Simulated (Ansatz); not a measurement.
# Decaying states in the gap of TeWF4, part 2 of 3

Wanted: the relaxed cell of TeWF4, its band edges and its decay constants. It is built by putting Te for O in the WOF4 structure of space group I4, with the volume rescaled by atomic radii. The parent structure comes from the Materials Project.

Ansatz 0.2.0; PBEsol DFT, plane waves, PAW files (the session's first sound run).

So far. Step 2 (Cell and atoms at rest): The largest force component on a free atom ends at 3.3e-4 eV/Å.

The structure was built from a prototype and need not be the compound's stable phase.

### 3. The bulk crystal and its band edges

The energy window and the wavevectors of the next steps follow from the band edges, so these are searched first, off the mesh as well.

Contents of input.yaml:

```yaml
crystal:
  lattice:
    - [-3.4627592907, 3.4627592907, 3.2202446492]
    - [3.4627592907, -3.4627592907, 3.2202446492]
    - [3.4627592907, 3.4627592907, -3.2202446492]
  atoms:
    - { symbol: W, position: [0.9892911458, 0.9892911458, 0.0] }
    - { symbol: Te, position: [0.6116931247, 0.6116931247, 0.0] }
    - { symbol: F, position: [0.3233812175, 1.0654937613, 0.258913609] }
    - { symbol: F, position: [1.0654937613, 0.8065801523, 0.7421125438] }
    - { symbol: F, position: [0.0644676085, 0.3233812175, 0.2578874562] }
    - { symbol: F, position: [0.8065801523, 0.0644676085, 0.741086391] }
kpoints:
  mp_grid: { grid: [6, 6, 6] }
  band_path: { path: [VBM, CBM], npoints: 30 }
scf:
  occupations: { method: fixed }
hamiltonian:
  xc: pbesol
output:
  eigenvalues: true
  write_potential: true
  write_density: true
  volumetric_format: npy
  elf: true
```

Launch:

```bash
$ ansatz run input.yaml --threads 2 --pin off --max-ram 4096MiB --backend cpu --events-out ev --progress --plain --runs-dir out
```

Numbers of over 12 decimals in the logs are rounded to 6 here.

What it wrote:

```text
[...]
Crystal: 6 atoms, lattice volume = 154.452 Å³
Basis set: ecut = 420 eV, 2991 PW (Γ)
Bands: 35, of which v1, the nominal top of the filled ones, is band 29 counted from 1 (28 counted from 0)
Symmetry: 4 space group operations
[...]
k-points: 36 of 216 (time reversal used)
[...]
SCF iter   1: F=—  HF=-20360.405246 eV  |F-HF|=—  |Δ(HF+E_count)|=         —  Δρ=1.18e-2  dr2=1.69e-1  ethr=1.77e-3  ⟨swp⟩=5.0  Hψ=4574  notcnv=0  defer=91
[...]
SCF iter   8: F=-20360.368628 eV  HF=-20360.368628 eV  |F-HF|=4.57e-8  |Δ(HF+E_count)|=   4.60e-7  Δρ=3.46e-6  dr2=2.54e-8  ethr=1.72e-10  ⟨swp⟩=10.1  Hψ=5033  notcnv=0
SCF 1 converged in 8 iterations: F = -20360.368628 eV  dr2 = 2.54e-8
[...]
NSCF: frozen V_eff on 36 k-points
[...]
SCF converged after 8 iterations
Free energy (F): -20360.368628 eV
[...]
Internal energy: -20360.368628 eV  (E = F + TS)
E sigma→0 (E₀):  -20360.368628 eV
Fermi energy:    1.328002 eV
[...]
--- Band table (eV; the first three rows and the last of 36) ---
  k-point 0: bands = [... 25 lower, -1.6914, -0.2084, 1.2871, 1.2871, 3.8423, 4.1671, 4.1671, 4.2872, ... 2 higher]
  k-point 1: bands = [... 25 lower, -1.7048, -0.2180, 1.2354, 1.2673, 3.8113, 4.1271, 4.1855, 4.2917, ... 2 higher]
  k-point 2: bands = [... 25 lower, -1.7305, -0.2400, 1.1808, 1.2268, 3.7720, 4.0440, 4.2238, 4.3024, ... 2 higher]
  k-point 35: bands = [... 25 lower, -1.7203, -0.3012, 1.1716, 1.1716, 3.7471, 4.2208, 4.2208, 4.3078, ... 2 higher]
```

Run time: 48 s. Hardware: 2 threads of Arm Neoverse V2, shared host; peak memory 0.46 GiB; 95 s of CPU time.

In the SCF lines HF is the Harris–Foulkes energy and dr2 the Hartree energy of the density residual, in eV; the loop may stop once dr2 is under the threshold and the program's other checks hold. Hψ counts applications of the Hamiltonian.

This step gave:

* free energy: -20360.3686 eV
* Fermi energy: 1.328 eV
* gap on the k-mesh: 2.419 eV
* gap on path: 2.416 eV, by band count; negative where bands overlap
* direct gap on path: 2.467 eV
* edge places on path: 0, 1.412 1/A along the path

Electronic bands along the path, in eV, zero at the Fermi level (highest filled level under fixed occupations); v1 is the highest filled band, c1 the lowest empty one:

```csv
point,v4,v3,v2,v1,c1,c2,c3,c4
VBM,-3.03,-1.98,0.00,0.00,2.48,2.86,2.86,4.13
CBM,-3.05,-1.63,-0.16,-0.16,2.42,2.89,2.89,2.98
```

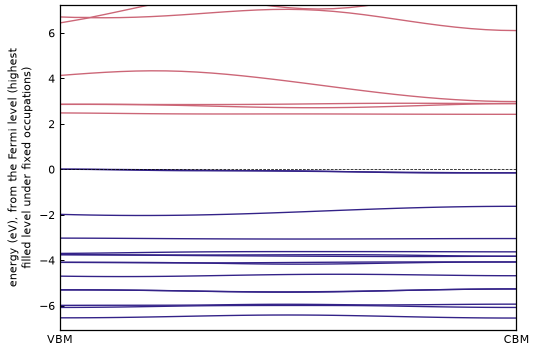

Electronic bands along the path; lines of filled and empty bands in two colours.

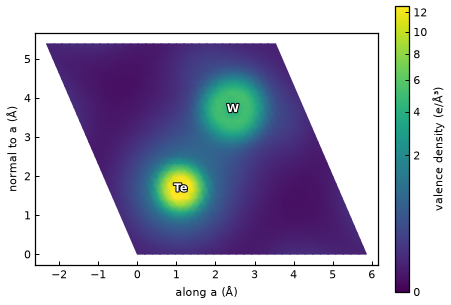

Valence density in the ab plane of the cell as run, not the conventional one, at fractional z = 0.000, with atoms of W and Te within 0.2 Å of it. It is the smooth field of the valence electrons, not physical close to the nuclei. The map starts off the cell's origin, so that atoms lie inside it. The colour scale is stretched toward low values.

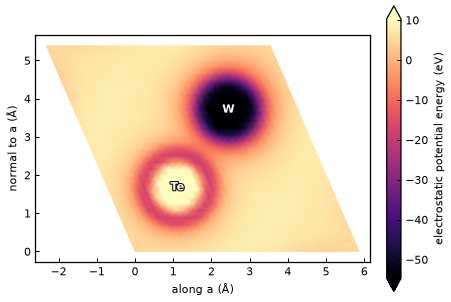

Electrostatic potential energy in the ab plane of the cell as run, not the conventional one, at fractional z = 0.000, with atoms of W and Te within 0.2 Å of it. With pseudopotentials it is smooth inside the atoms' cores, unlike the true potential. The map starts off the cell's origin, so that atoms lie inside it.

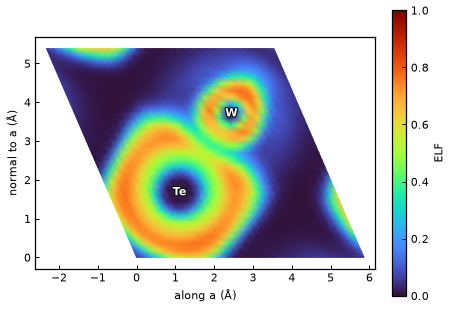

ELF in the ab plane of the cell as run, not the conventional one, at fractional z = 0.000, with atoms of W and Te within 0.2 Å of it. It is the smooth field of the valence electrons, not physical close to the nuclei. The map starts off the cell's origin, so that atoms lie inside it.

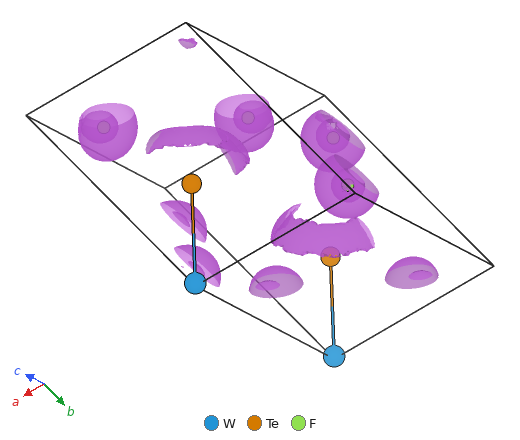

Surface of ELF = 0.76. Drawn on the cell as run, not the conventional one. Bonds to atoms that aren't drawn are left out.

The searched edges give 2.42 eV, against 2.42 eV on the mesh.

### 4. Decaying states in the gap

This step: PBEsol DFT, plane waves, PAW files; complex bands by layer matching along the plane's normal (Ansatz 0.2.0).

The same crystal is laid in a cell whose first two vectors span the (110) plane (indices of the standard conventional cell, whose axes can be ordered otherwise than in the bulk input). At fixed energy and wavevector in the plane the solver finds all kz, real and complex. A few wavevectors are listed, (0, 0), (-0.5, 0) and (0.1979, 0.3958) in units of the plane's reciprocal vectors; the slowest state needn't be among them.

Contents of input.yaml:

```yaml
crystal:
  lattice:
    - [5.861004983, 0.0, 0.0]
    - [3.538633948, 5.381261208, 0.0]
    - [1.769316974, 2.690630604, 4.897081152]
  atoms:
    - { symbol: W, position: [0.0, 0.9892911458, 0.0] }
    - { symbol: Te, position: [0.0, 0.6116931247, 0.0] }
    - { symbol: F, position: [0.258913609, 0.0644676085, 0.7421125438] }
    - { symbol: F, position: [0.7421125438, 0.3233812175, 0.741086391] }
    - { symbol: F, position: [0.2578874562, 0.8065801523, 0.258913609] }
    - { symbol: F, position: [0.741086391, 0.0654937613, 0.2578874562] }
kpoints:
  mp_grid: { grid: [6, 6, 6] }
scf:
  occupations: { method: fixed }
hamiltonian:
  xc: pbesol
output:
  eigenvalues: true
  transmission:
    leads: [[0, 0]]
    kpoints: [[0.0, 0.0], [-0.5, 0.0], [0.1979, 0.3958]]
    e_range: [-1.0, 3.42]
    de: 0.07
```

What it wrote:

```text
[...]
Crystal: 6 atoms, lattice volume = 154.452 Å³
Basis set: ecut = 420 eV, 2991 PW (Γ)
Bands: 35, of which v1, the nominal top of the filled ones, is band 29 counted from 1 (28 counted from 0)
Symmetry: 4 space group operations
[...]
k-points: 36 of 216 (time reversal used)
[...]
SCF iter   1: F=—  HF=-20360.405087 eV  |F-HF|=—  |Δ(HF+E_count)|=         —  Δρ=1.18e-2  dr2=1.69e-1  ethr=1.77e-3  ⟨swp⟩=5.0  Hψ=4607  notcnv=0  defer=90
[...]
SCF iter   8: F=-20360.368572 eV  HF=-20360.368572 eV  |F-HF|=4.78e-8  |Δ(HF+E_count)|=   4.58e-7  Δρ=3.43e-6  dr2=2.51e-8  ethr=1.72e-10  ⟨swp⟩=10.1  Hψ=5008  notcnv=0
SCF 1 converged in 8 iterations: F = -20360.368572 eV  dr2 = 2.51e-8
[...]
transmission: 8 of 24 steps passed
transmission: 16 of 24 steps passed
transmission: 24 of 24 steps passed
SCF converged after 8 iterations
Free energy (F): -20360.368572 eV
[...]
Internal energy: -20360.368572 eV  (E = F + TS)
E sigma→0 (E₀):  -20360.368572 eV
Fermi energy:    1.328016 eV
[...]
--- Band table (eV; the first three rows and the last of 36) ---
  k-point 0: bands = [... 25 lower, -1.6914, -0.2084, 1.2871, 1.2871, 3.8423, 4.1671, 4.1671, 4.2872, ... 2 higher]
  k-point 1: bands = [... 25 lower, -1.7048, -0.2180, 1.2355, 1.2673, 3.8113, 4.1271, 4.1855, 4.2917, ... 2 higher]
  k-point 2: bands = [... 25 lower, -1.7305, -0.2399, 1.1808, 1.2268, 3.7720, 4.0440, 4.2238, 4.3024, ... 2 higher]
  k-point 35: bands = [... 25 lower, -1.7204, -0.3012, 1.1716, 1.1716, 3.7471, 4.2208, 4.2208, 4.3078, ... 2 higher]
--- Transmission ---
  basis      : 275 plane waves across, 8 finite elements along
  points     : 3, as listed
  energies   : 64 from -1.000000 to 3.410000 eV about the Fermi level, 0.070000 eV apart; the leads are filled to 1.209522 eV, and channels, transmission and decay are at 1.240000 eV
  crystal 0  : F4Te1W1, at the sites [0, 0], period 4.8971 Å: whole cells are its period
    offset         : up to 0.0000 Å between an atom of the period and one for which it stands
    channels       : 0.000000e0 a spin
    conductance    : none, the energies end too early or step too widely for 300 K: set another output.transmission.e_range or a lower de, or, where they end at an eighth of basis.ecutwfc, a higher one
    slowest decay  : 0.4804 /Å at (0.0000, 0.0000)
```

It took 99 s on 2 threads; peak memory 0.97 GiB.

This step gave:

- level to which the leads are filled: 1.210 eV from the Fermi level
- decay constant at the filling level, zone centre: 0.4804 Å⁻¹
- decay constant at the filling level, slowest listed point: 0.4804 Å⁻¹

K parallel (0, 0); values up to 1.5 1/Å, a degenerate pair printed once or twice; energies at which all values exceed this have no row. Table of Im kz of the slowest decaying states by energy, zero at the highest filled level on the SCF mesh:

```csv
energy (eV),decay 1 (Å⁻¹),decay 2 (Å⁻¹),decay 3 (Å⁻¹),decay 4 (Å⁻¹)
-1.000,0.474,0.705,0.893,0.910
-0.510,0.403,0.588,0.899,0.971
-0.020,0.116,0.204,0.367,0.894
0.470,0.388,0.498,0.717,0.885
1.030,0.462,0.553,0.861,0.866
1.520,0.503,0.594,0.738,0.853
2.010,0.558,0.561,0.790,0.951
2.500,0.253,0.671,0.691,0.804
2.990,0.246,0.298,0.344,0.467
```

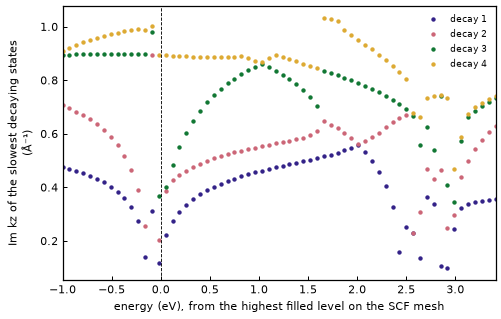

Im kz of the slowest decaying states against energy.

K parallel (-0.5, 0); values up to 1.5 1/Å, a degenerate pair printed once or twice; energies at which all values exceed this have no row. The Im kz of the slowest decaying states by energy, zero at the highest filled level on the SCF mesh:

```csv
energy (eV),decay 1 (Å⁻¹),decay 2 (Å⁻¹),decay 3 (Å⁻¹),decay 4 (Å⁻¹)
-1.000,0.468,0.803,0.811,0.889
-0.510,0.388,0.723,0.739,0.986
-0.020,0.257,0.325,0.637,1.07
0.470,0.422,0.467,0.797,1.06
1.030,0.484,0.519,0.867,1.03
1.520,0.520,0.535,0.849,0.946
2.010,0.522,0.628,0.635,0.965
2.500,0.308,0.349,0.479,0.805
2.990,0.229,0.267,0.415,0.852
```

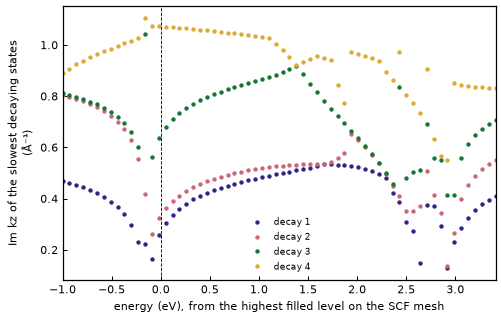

Im kz of the slowest decaying states against energy.

K parallel (0.1979, 0.3958); values up to 1.5 1/Å, a degenerate pair printed once or twice; energies at which all values exceed this have no row. The Im kz of the slowest decaying states by energy, zero at the highest filled level on the SCF mesh:

```csv
energy (eV),decay 1 (Å⁻¹),decay 2 (Å⁻¹),decay 3 (Å⁻¹),decay 4 (Å⁻¹)
-1.0000,0.496,0.774,0.929,0.947
-0.7200,0.465,0.729,0.934,0.971
-0.5100,0.429,0.677,0.935,0.985
-0.2300,0.337,0.536,0.890,0.972
-0.0200,0.237,0.847,0.995,0.996
0.2600,0.347,0.419,0.740,0.986
0.4700,0.407,0.465,0.793,0.974
0.7500,0.453,0.503,0.832,0.953
1.0300,0.482,0.529,0.853,0.922
1.2400,0.498,0.544,0.859,0.888
1.5200,0.516,0.566,0.818,0.859
1.7300,0.529,0.601,0.718,0.851
2.0100,0.549,0.588,0.832,1.07
2.2200,0.490,0.575,0.809,1.04
2.5000,0.185,0.302,0.634,0.761
2.7800,0.439,0.626,0.667,0.884
2.9900,0.371,0.521,0.635,0.796
3.2700,0.403,0.624,0.678,0.774
```

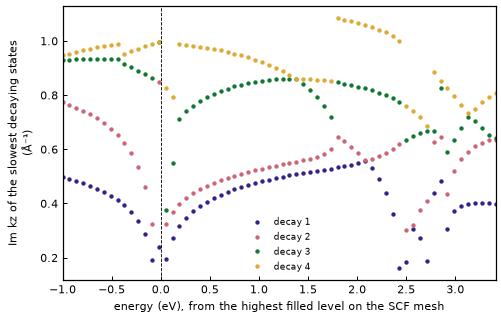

Im kz of the slowest decaying states, plotted against energy.

At the listed wavevectors the last open channel is at -0.02 eV and the next at +2.43 eV on the grid. At +1.24 eV, the grid energy nearest the filling level (the middle of the gap on the SCF mesh), the slowest state at the listed wavevectors decays with κ = 0.480 Å⁻¹, its amplitude falling by e over 2.1 Å. Through 1 nm of this crystal that state's transmission falls by exp(−2 × 0.480 Å⁻¹ × 10 Å) = 6.7e-5.

### 5. Band edges at another level, cutoff 1142.88 eV

This step: PBEsol DFT, plane waves, norm-conserving files (Ansatz 0.2.0).

The edges again with norm-conserving files, at the same atoms. Against that run the cutoff is 1143 eV against 420.

Contents of input.yaml:

```yaml
crystal:
  lattice:
    - [-3.4627592907, 3.4627592907, 3.2202446492]
    - [3.4627592907, -3.4627592907, 3.2202446492]
    - [3.4627592907, 3.4627592907, -3.2202446492]
  atoms:
    - { symbol: W, position: [0.9892911458, 0.9892911458, 0.0] }
    - { symbol: Te, position: [0.6116931247, 0.6116931247, 0.0] }
    - { symbol: F, position: [0.3233812175, 1.0654937613, 0.258913609] }
    - { symbol: F, position: [1.0654937613, 0.8065801523, 0.7421125438] }
    - { symbol: F, position: [0.0644676085, 0.3233812175, 0.2578874562] }
    - { symbol: F, position: [0.8065801523, 0.0644676085, 0.741086391] }
kpoints:
  mp_grid: { grid: [6, 6, 6] }
  band_path: { path: [VBM, CBM], npoints: 30 }
scf:
  occupations: { method: fixed }
hamiltonian:
  xc: pbesol
  pseudopotentials: { kind: nc }
output:
  eigenvalues: true
```

What it wrote:

```text
[...]
Crystal: 6 atoms, lattice volume = 154.452 Å³
Basis set: ecut = 1142.878222 eV, 13545 PW (Γ)
Bands: 35, of which v1, the nominal top of the filled ones, is band 29 counted from 1 (28 counted from 0)
Symmetry: 4 space group operations
[...]
k-points: 36 of 216 (time reversal used)
[...]
SCF iter   1: F=—  HF=-7596.589727 eV  |F-HF|=—  |Δ(HF+E_count)|=         —  Δρ=1.19e-1  dr2=3.59e1  ethr=3.10e-3  ⟨swp⟩=5.0  Hψ=5311  notcnv=0  defer=111
[...]
SCF iter  11: F=-7585.530732 eV  HF=-7585.530732 eV  |F-HF|=1.43e-9  |Δ(HF+E_count)|=   2.34e-7  Δρ=6.42e-6  dr2=4.88e-8  ethr=1.72e-10  ⟨swp⟩=13.6  Hψ=5831  notcnv=0
SCF 1 converged in 11 iterations: F = -7585.530732 eV  dr2 = 4.88e-8
[...]
SCF converged after 11 iterations
Free energy (F): -7585.530732 eV
[...]
Internal energy: -7585.530732 eV  (E = F + TS)
E sigma→0 (E₀):  -7585.530732 eV
Fermi energy:    1.384793 eV
[...]
--- Band table (eV; the first three rows and the last of 36) ---
  k-point 0: bands = [... 25 lower, -1.6373, -0.1367, 1.3446, 1.3446, 3.9061, 4.2243, 4.2243, 4.3408, ... 2 higher]
  k-point 1: bands = [... 25 lower, -1.6504, -0.1462, 1.2931, 1.3250, 3.8750, 4.1853, 4.2426, 4.3452, ... 2 higher]
  k-point 2: bands = [... 25 lower, -1.6761, -0.1680, 1.2382, 1.2848, 3.8357, 4.1031, 4.2807, 4.3558, ... 2 higher]
  k-point 35: bands = [... 25 lower, -1.6657, -0.2290, 1.2287, 1.2287, 3.8112, 4.2780, 4.2780, 4.3611, ... 2 higher]
```

Elapsed: 3.3 min, on 2 threads; peak memory 0.93 GiB; 6.5 min of CPU time.

This step gave:

```
free energy        : -7585.5307 eV
Fermi energy       : 1.385 eV
gap on the k-mesh  : 2.426 eV
gap on path        : 2.424 eV, by band count; negative where bands overlap
direct gap on path : 2.474 eV
```

Electronic bands along the path, in eV, zero at the Fermi level (highest filled level under fixed occupations); v1 is the highest filled band, c1 the lowest empty one:

```csv
point,v4,v3,v2,v1,c1,c2,c3,c4
VBM,-3.03,-1.97,0.00,0.00,2.49,2.86,2.86,4.13
CBM,-3.05,-1.61,-0.16,-0.16,2.43,2.89,2.89,2.98
```

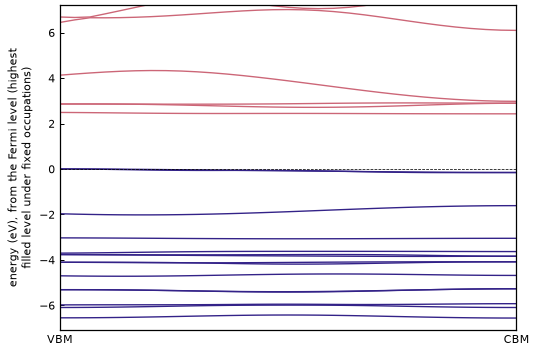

Electronic bands along the path; lines of filled and empty bands in two colours.

The searched edges give 2.42 eV, against 2.43 eV on the mesh.

### 6. Complex bands at another level

This step: PBEsol DFT, plane waves, norm-conserving files; complex bands by layer matching along the plane's normal (Ansatz 0.2.0).

The complex bands at that level, over its own gap, at (0, 0) and (-0.5, 0).

Contents of input.yaml:

```yaml
crystal:
  lattice:
    - [5.861004983, 0.0, 0.0]
    - [3.538633948, 5.381261208, 0.0]
    - [1.769316974, 2.690630604, 4.897081152]
  atoms:
    - { symbol: W, position: [0.0, 0.9892911458, 0.0] }
    - { symbol: Te, position: [0.0, 0.6116931247, 0.0] }
    - { symbol: F, position: [0.258913609, 0.0644676085, 0.7421125438] }
    - { symbol: F, position: [0.7421125438, 0.3233812175, 0.741086391] }
    - { symbol: F, position: [0.2578874562, 0.8065801523, 0.258913609] }
    - { symbol: F, position: [0.741086391, 0.0654937613, 0.2578874562] }
kpoints:
  mp_grid: { grid: [6, 6, 6] }
scf:
  occupations: { method: fixed }
hamiltonian:
  xc: pbesol
  pseudopotentials: { kind: nc }
output:
  eigenvalues: true
  transmission:
    leads: [[0, 0]]
    kpoints: [[0.0, 0.0], [-0.5, 0.0]]
    e_range: [-1.0, 3.42]
    de: 0.07
```

What it wrote:

```text
Engine: ansatz 0.2.0, aarch64-unknown-linux-gnu
Pseudopotentials: kind: nc
Pseudopotential: W, nc, valence charge 14, recommended cutoff 1006.821291 eV (normal), W.nc.azcp (PseudoDojo's, or run here from an input of PseudoDojo's: the run reads no file of this project's for it)
Pseudopotential: Te, nc, valence charge 16, recommended cutoff 1120 eV (normal), Te.nc.azcp (PseudoDojo's, or run here from an input of PseudoDojo's: the run reads no file of this project's for it)
Pseudopotential: F, nc, valence charge 7, recommended cutoff 1142.878222 eV (normal), F.nc.azcp (PseudoDojo's, or run here from an input of PseudoDojo's: the run reads no file of this project's for it)
Functional definition: PBEsol
  exchange = pbesol_x
  correlation = pbesol_c
Error: memory limit exceeded: the `transmission` phase of `transmission` needs 4.60 GiB against the run's memory maximum of 4.00 GiB; largest carriers: transmission 4.23 GiB, unmodelled-tail allowance 0.30 GiB, source scf tables 0.06 GiB, source scf state 0.00 GiB; the layers of output.transmission grow with the square of the cell's cross-section: a lower cutoff or a narrower output.transmission.e_range takes less, and so, most of all in a narrow cell, does a wider de; where no e_range is typed, a fill by count is planned with a gap of 40 thermal energies
with nothing else changed it takes a maximum of at least 4.61 GiB, with nothing to spare, and 5.07 GiB leaves up to a tenth: --max-ram 5.07GiB where that set the maximum, else more of the term that did, and with no share typed, where 5.07 GiB is over 0.88 of the host's memory or its container's limit, a share of 0.88 or more that holds the maximum too (--max-ram-frac F), where one does; The budget is ten elevenths of [...]
`transmission` follows the SCF: where the deck gives it k-points, a mesh or a band count of its own, those are what to reduce (not on a resume, whose deck is fixed)
```

The job ended after 0.28 s (2 threads; peak memory 0.2 GiB).

The input was rejected at the start.

The program's message: “Error: memory limit exceeded: the `transmission` phase of `transmission` needs 4.60 GiB against the run's memory maximum of 4.00 GiB; largest carriers: transmission 4.23 GiB, unmodelled-tail allowance …”

[end of part 2 of 3]

[Logs are printed without paths, hosts, clocks, repeated set-up lines and the standing remarks that a program may print on its own settings, such as how far it seeks lower states.]

[Hosts, paths, dates, database ids (printed as entryN), source tags and the programs' standing remarks are cut or masked in the printed files.]
